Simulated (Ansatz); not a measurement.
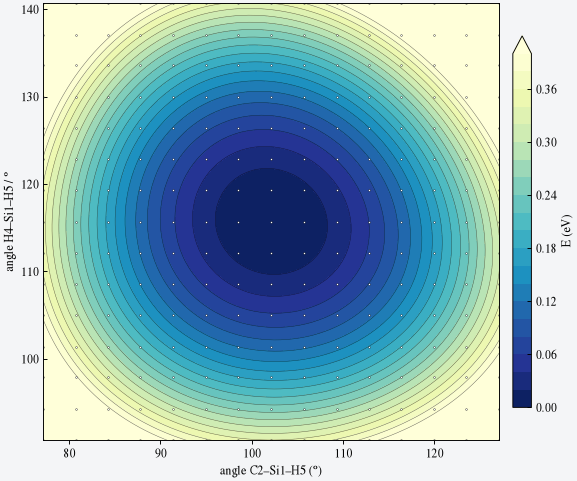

Energy landscape of CH₃SSi, SMILES [SiH3][C+]=S, charge +1. First axis: angle C2–Si1–H5. Second axis: angle H4–Si1–H5. Nothing is relaxed (all other coordinates rigid). Grid: 15 × 15 points. Points are written as (first, second). Energies: eV, counted from the lowest grid point. Level of theory: RKS PBE-D4/def2-TZVP (Ansatz 0.2.0).

Drawn: filled contours, dots at the grid points, one colour for all values above the top of the scale. Between grid points the surface is interpolated. 

Describe this landscape.

Answer. The lowest grid point is at (102.1°, 115.7°). No other kind of well shows on this grid. The highest grid point, (127.1°, 140.7°), lies 0.829 eV above the lowest. Round the minimum the two coordinates are weakly coupled (coupling 0.07 in units of the two stiffnesses).

Each point was launched as `ansatz run input.yaml --threads 1 --pin off --max-ram 2560MiB --backend cpu --events-out ev --progress --plain --runs-dir out`. The whole map (225 points run) took 8.8 min on 1 thread of Arm Neoverse V2 (shared host).
